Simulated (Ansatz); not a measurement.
```xyz
5
Lattice="4.3501 0.0000 0.0000 -2.1750 3.7673 0.0000 0.0000 0.0000 7.4819" Properties=species:S:1:pos:R:3 pbc="T T T"
Bi    0.0000    0.0000    0.0000
Bi    0.0000    2.5115    5.4828
Bi    2.1751    1.2558    1.9991
F     0.0000    2.5115    2.8440
F     2.1751    1.2558    4.6380
```

Space group P-3m1; started from the A-type sesquioxide_164 prototype, which need not be the ambient phase; computed without spin polarisation.

Theory: DFT PBE, scalar-relativistic, plane waves, PAW (Ansatz 0.2.0).

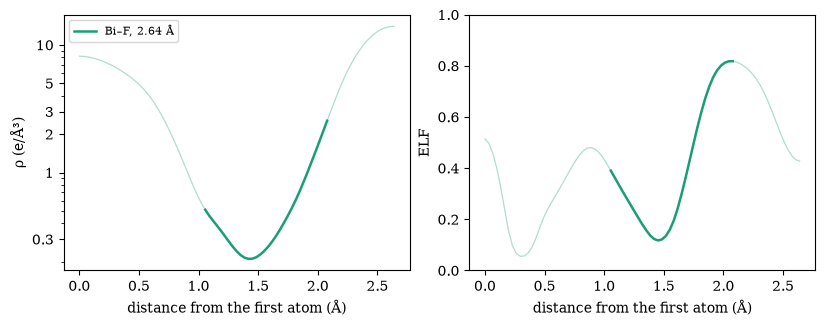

Bi$_{3}$F$_{2}$. Valence pseudo-density and electron localisation function along straight lines between neighbouring atoms. Thin, pale parts lie inside the atomic spheres.

In a PAW calculation such maps are meaningful between the atoms, not at the nuclei.

What can be read from the curves?

Answer. Bi–F (2.64 Å): ρ is about 0.24 e/Å³ halfway; the ELF is about 0.20 at the midpoint: no shared electron pair shows on this line.
